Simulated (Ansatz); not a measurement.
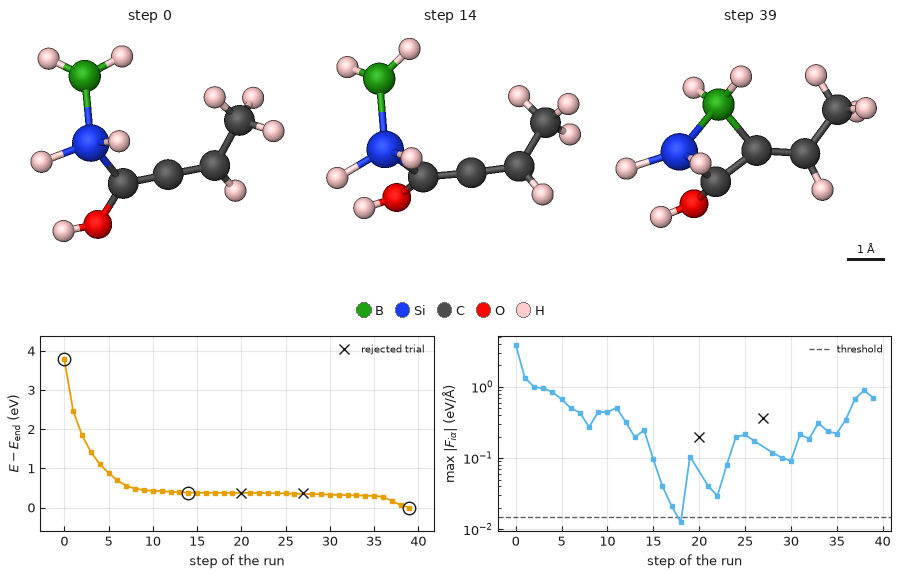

Frames of a relaxation of C₄H₉BOSi, marked on the history of the run. Style: ball-and-stick. Shown at a tilt.

The run prepares an end point of a later path (torsion) calculation, from a guessed geometry.

Computed with RKS PBE0-D4/6-31G (Ansatz).

The input:
```yaml
crystal:
  periodic: [false, false, false]
  atoms:
    - { symbol: B, position_ang: [0.5358, -2.4462, -0.1024] }
    - { symbol: Si, position_ang: [1.5742, -0.8622, -0.5592] }
    - { symbol: C, position_ang: [0.4664, 0.5044, -1.1909] }
    - { symbol: O, position_ang: [0.6902, 0.9777, -2.4864] }
    - { symbol: C, position_ang: [-0.387, 1.0208, -0.3995] }
    - { symbol: C, position_ang: [-1.2782, 1.5627, 0.4192] }
    - { symbol: C, position_ang: [-1.4789, 0.9864, 1.7899] }
    - { symbol: H, position_ang: [-0.3256, -2.2884, 0.6919] }
    - { symbol: H, position_ang: [0.669, -3.4123, -0.6254] }
    - { symbol: H, position_ang: [2.5517, -1.2324, -1.5731] }
    - { symbol: H, position_ang: [2.2848, -0.406, 0.6639] }
    - { symbol: H, position_ang: [1.3154, 0.5791, -3.1037] }
    - { symbol: H, position_ang: [-1.91, 2.4224, 0.0733] }
    - { symbol: H, position_ang: [-1.3387, 1.7836, 2.561] }
    - { symbol: H, position_ang: [-0.8384, 0.104, 1.9942] }
    - { symbol: H, position_ang: [-2.5536, 0.684, 1.8915] }
basis:
  gaussian: { orbitals: "6-31G" }
hamiltonian:
  xc: pbe0
  dispersion: d4
relax:
  f_tol: 0.015
  max_steps: 40
```

Launched with:
```bash
ansatz run input.yaml --threads 1 --pin off --max-ram 2048MiB --backend cpu --events-out ev --progress --plain --runs-dir out
```

Question: What happens along the run?

Answer: The relaxation stopped without meeting its thresholds, so the last structure isn't shown to be converged. It used up its limit of 40 steps. After 37 accepted moves (39 points after the start) the energy has fallen by 3.780 eV. The largest force component goes from 3.9 to 0.7 eV/Å. The line search rejected the trial steps at points 20, 27 of the run. The forces were under the threshold at step 18, but the run went on from there. The largest move after the best rigid fit is that of H9, 1.67 Å. Largest moves by element: H 1.67 Å, B 1.21 Å, C 0.77 Å, O 0.66 Å, Si 0.59 Å. Some distances before and after: B1–C5 3.600 → 1.673 Å, B1–C3 3.146 → 2.102 Å, C3–C5 1.273 → 1.421 Å, B1–Si2 1.948 → 2.093 Å. New bonds form: B1–C5 (3.60 → 1.67 Å). Among the angles between lasting bonds that change: B1–Si2–C3 111.0° → 63.1°, C3–C5–C6 179.7° → 139.9°, B1–Si2–H10 108.3° → 129.3°. Cost: 4.3 min on 1 thread of Arm Neoverse V2 (shared host), peak memory 0.22 GiB. From step 0 to 14: H13 moves most (1.71 Å), energy −3.397 eV. From step 14 to 39: H9 moves most (1.56 Å), energy −0.383 eV.

```json
{"step": "0", "E − E(0), eV": "0.0000", "largest force component, eV/Å": "3.9065", "note": ""}
{"step": "1", "E − E(0), eV": "-1.3158", "largest force component, eV/Å": "1.3429", "note": ""}
{"step": "2", "E − E(0), eV": "-1.9302", "largest force component, eV/Å": "0.9970", "note": ""}
{"step": "3", "E − E(0), eV": "-2.3597", "largest force component, eV/Å": "0.9538", "note": ""}
{"step": "4", "E − E(0), eV": "-2.6693", "largest force component, eV/Å": "0.8422", "note": ""}
{"step": "5", "E − E(0), eV": "-2.8987", "largest force component, eV/Å": "0.6703", "note": ""}
{"step": "6", "E − E(0), eV": "-3.0860", "largest force component, eV/Å": "0.5031", "note": ""}
{"step": "7", "E − E(0), eV": "-3.2236", "largest force component, eV/Å": "0.4341", "note": ""}
{"step": "8", "E − E(0), eV": "-3.2981", "largest force component, eV/Å": "0.2734", "note": ""}
{"step": "9", "E − E(0), eV": "-3.3309", "largest force component, eV/Å": "0.4439", "note": ""}
{"step": "10", "E − E(0), eV": "-3.3540", "largest force component, eV/Å": "0.4420", "note": ""}
{"step": "12", "E − E(0), eV": "-3.3744", "largest force component, eV/Å": "0.3215", "note": ""}
{"step": "13", "E − E(0), eV": "-3.3925", "largest force component, eV/Å": "0.1958", "note": ""}
{"step": "15", "E − E(0), eV": "-3.4011", "largest force component, eV/Å": "0.0970", "note": ""}
{"step": "16", "E − E(0), eV": "-3.4019", "largest force component, eV/Å": "0.0403", "note": ""}
{"step": "18", "E − E(0), eV": "-3.4036", "largest force component, eV/Å": "0.0125", "note": ""}
{"step": "19", "E − E(0), eV": "-3.4046", "largest force component, eV/Å": "0.1051", "note": ""}
{"step": "21", "E − E(0), eV": "-3.4058", "largest force component, eV/Å": "0.0405", "note": ""}
{"step": "22", "E − E(0), eV": "-3.4076", "largest force component, eV/Å": "0.0295", "note": ""}
{"step": "24", "E − E(0), eV": "-3.4136", "largest force component, eV/Å": "0.1949", "note": ""}
{"step": "25", "E − E(0), eV": "-3.4168", "largest force component, eV/Å": "0.2146", "note": ""}
{"step": "27", "E − E(0), eV": "-3.4155", "largest force component, eV/Å": "0.3671", "note": "rejected"}
{"step": "28", "E − E(0), eV": "-3.4342", "largest force component, eV/Å": "0.1192", "note": ""}
{"step": "30", "E − E(0), eV": "-3.4484", "largest force component, eV/Å": "0.0914", "note": ""}
{"step": "31", "E − E(0), eV": "-3.4563", "largest force component, eV/Å": "0.2147", "note": ""}
{"step": "33", "E − E(0), eV": "-3.4695", "largest force component, eV/Å": "0.3115", "note": ""}
{"step": "34", "E − E(0), eV": "-3.4716", "largest force component, eV/Å": "0.2385", "note": ""}
{"step": "36", "E − E(0), eV": "-3.5003", "largest force component, eV/Å": "0.3473", "note": ""}
{"step": "37", "E − E(0), eV": "-3.6070", "largest force component, eV/Å": "0.6796", "note": ""}
{"step": "39", "E − E(0), eV": "-3.7802", "largest force component, eV/Å": "0.6973", "note": ""}
```
